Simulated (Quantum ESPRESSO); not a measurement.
# Energy and gap at +3 % biaxial strain: 1T-PbF2, 1 layer

How the rows were computed: Quantum ESPRESSO 7.5 driven by ASE, PBE, GBRV ultrasoft, ESM (bc1); atomic heights clamped; cell area 13.749 Å² at zero strain.

```
strain (%)  energy (meV a cell)  gap on the mesh (eV)
        −3                65.20                 3.299
      −1.5                14.85                 3.392
         0                 0.00                 3.470
      +1.5                16.27                 3.530
```

To predict: What are energy and gap at +3 %, and how stiff is the sheet?

**Worked estimate.** About zero, E'' = (14.85 + 16.27 − 2 × 0.00)/1.5² = 13.83 meV per %² and E' = (16.27 − 14.85)/3 = 0.47 meV per %. With E = A K ε², where K = (C11 + C22)/2 + C12 (C11 + C12 for a hexagonal sheet), K = 13.83 × 10/(2 × 13.749) × 16.02 = 81 N/m. The parabola gives E(+3 %) = 0.00 + 3 × (0.47) + 4.5 × 13.83 = 63.7 meV. Continuing the last slope, the gap is 2 × 3.530 − 3.470 = 3.590 eV.

**The withheld run.** E = 59.7 meV and the gap 3.576 eV. The parabola misses by +3.9 meV, too high, since bonds soften under tension. The gap's line misses by +0.014 eV.

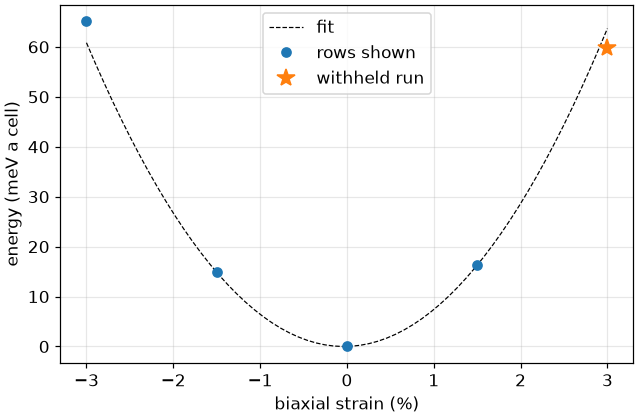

The rows shown, the fit and the withheld run.

Caveats: Clamped heights stiffen sheets with several planes. Semilocal gap, no spin-orbit coupling.

[Logs are printed without paths, hosts, clocks, repeated set-up lines and the standing remarks that a program may print on its own settings, such as how far it seeks lower states.]
